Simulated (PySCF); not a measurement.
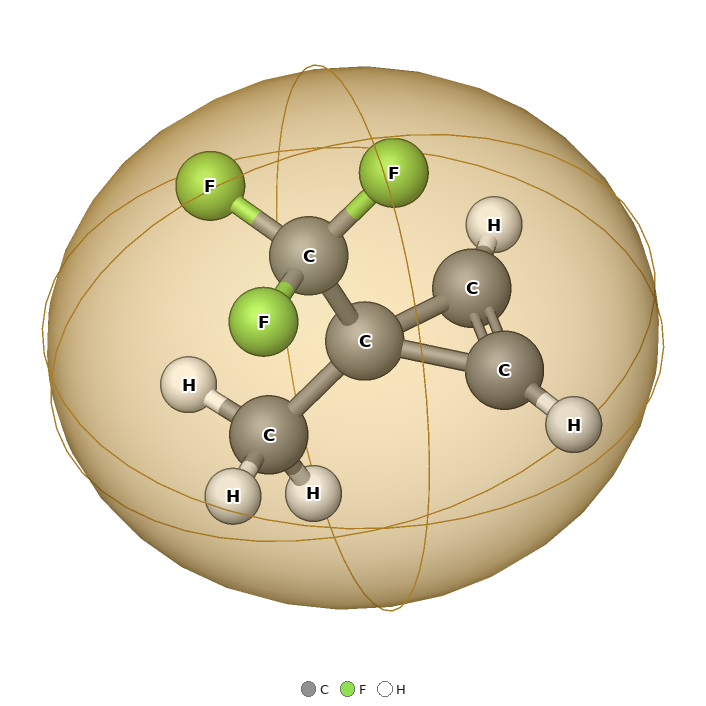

The ellipsoid shows the static dipole polarisability: its half-axes are proportional to the principal values. Computed geometry: GFN2-xTB optimisation. No frequency run is at hand to confirm it as a minimum. Method: PBE0/def2-SVPD (PySCF 2.14.0).

How large and how anisotropic is the polarisability?

Answer. Principal values 53.8, 56.0, 62.4 bohr³; mean 57.4 bohr³ (8.51 Å³); anisotropy 7.7 bohr³, so the longest axis is 1.16 times the shortest.
